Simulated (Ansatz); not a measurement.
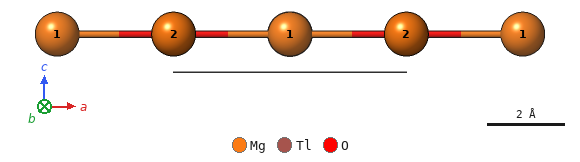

Starting structure of a free-standing layer of Mg₂TlO (a generated structure, set up in P4/mmm) (coarse preliminary run). The picture is a ball-and-stick view of the cell of the calculation, outlined in the plane, without the vacuum, seen along the b axis.

Method: Ansatz 0.2.0, DFT PBE, scalar-relativistic, plane waves, PAW.

Input
```yaml
crystal:
  lattice:
    - [6.086566, 0.0, 0.0]
    - [0.0, 6.086566, 0.0]
    - [0.0, 0.0, 14.0]
  atoms:
    - { symbol: Mg, position: [0.5, 0.0, 0.5] }
    - { symbol: Mg, position: [0.0, 0.5, 0.5] }
    - { symbol: Tl, position: [0.5, 0.5, 0.5] }
    - { symbol: O, position: [0.0, 0.0, 0.5] }
  periodic: [true, true, false]
basis:
  ecutwfc: 420
kpoints:
  mp_grid: { grid: [4, 4, 1] }
hamiltonian:
  xc: pbe
scf:
  occupations: { method: gaussian, width: 0.1 }
  lower_state_search: "off"
output:
  forces: true
  stress: true
  eigenvalues: true
relax:
  adjacent_minimum: "off"
  f_tol: 0.04
  max_steps: 70
  cell: { stress_2d_tol: 0.16 }
```

Command:
```bash
ansatz run input.yaml --threads 1 --pin off --max-ram 2560MiB --backend cpu --events-out ev --progress --plain --runs-dir out
```

### Predict the outcome.

After 4 accepted moves (5 points after the start) the energy has fallen by 1.389 eV per cell of the calculation. All forces vanish by symmetry, so only the cell relaxes. The SCF was repeated once at an unchanged geometry on a basis and grid sized afresh for the cell, which shifted the energy by 6.6 meV per cell of the calculation at most. The atoms keep their places relative to the cell and the layer's centre (all moves are under 0.005 Å). In the plane the drawn cell goes a 6.087 → 5.257 Å (−13.6 %), b 6.087 → 5.257 Å (−13.6 %). Near-neighbour distances that change, for instance: Mg1–Tl3 3.043 → 2.629 Å, Mg1–O4 3.043 → 2.629 Å. The program noted that it reset the height of the cell.

History of the run:

| step | E − E(0), meV/atom | note |
| --- | --- | --- |
| 0 | 0.00 |  |
| 1 | -177.71 |  |
| 2 | -307.82 |  |
| 3 | -347.54 |  |
| 4 | -349.02 |  |
| 5 | -347.37 | same geometry, new basis |

The structure at the end:

```xyz
4
Lattice="5.2575 0.0000 0.0000 0.0000 5.2575 0.0000 0.0000 0.0000 23.8000" Properties=species:S:1:pos:R:3 pbc="T T T"
Mg    2.6287    5.2575    7.0000
Mg    5.2575    2.6287    7.0000
Tl    2.6287    2.6287    7.0000
O     5.2575    5.2575    7.0000
```

The end point in the same view:

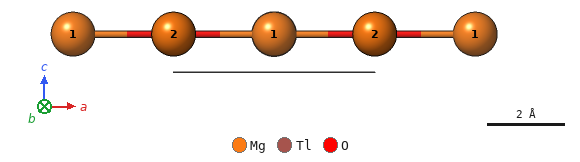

Limits of the set-up: the cell has an odd number of electrons but was run without spin polarisation; an odd number of electrons was run without spin polarisation, which fails if the electron would localise.
